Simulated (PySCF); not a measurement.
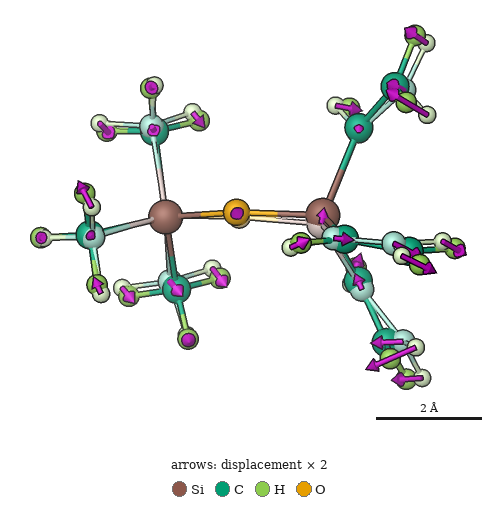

A relaxation of C9H18OSi2. The starting structure is drawn faded, the final one solid; purple arrows show the displacements, 2 times their true length. The two geometries are superimposed by the best rigid fit.

A ball-and-stick model, seen at a tilt.

The start comes from GFN2-xTB. Its atoms were then displaced at random by about 0.03 Å.

Theory: PBE0-D3(BJ)/def2-SVP geometry optimisation, gas phase (PySCF 2.14.0, density-fitted response routines). 

What happened in the run?

The largest move after the best rigid fit is that of an H atom, 0.60 Å. By element the largest moves are H 0.60 Å, C 0.37 Å, O 0.19 Å, Si 0.17 Å. Some distances before and after: C–H 0.978 → 1.101 Å, C–Si 1.981 → 1.871 Å, C–H 0.998 → 1.096 Å, C–H 1.186 → 1.101 Å. Among the angles between lasting bonds that change: Si–O–Si 158.9° → 148.3°, C–C–H 113.7° → 121.5°, C–C–H 128.6° → 122.2°. Groups turn about C–Si by about 20°. After 13 geometry steps the energy has fallen by 39.1 kcal/mol.
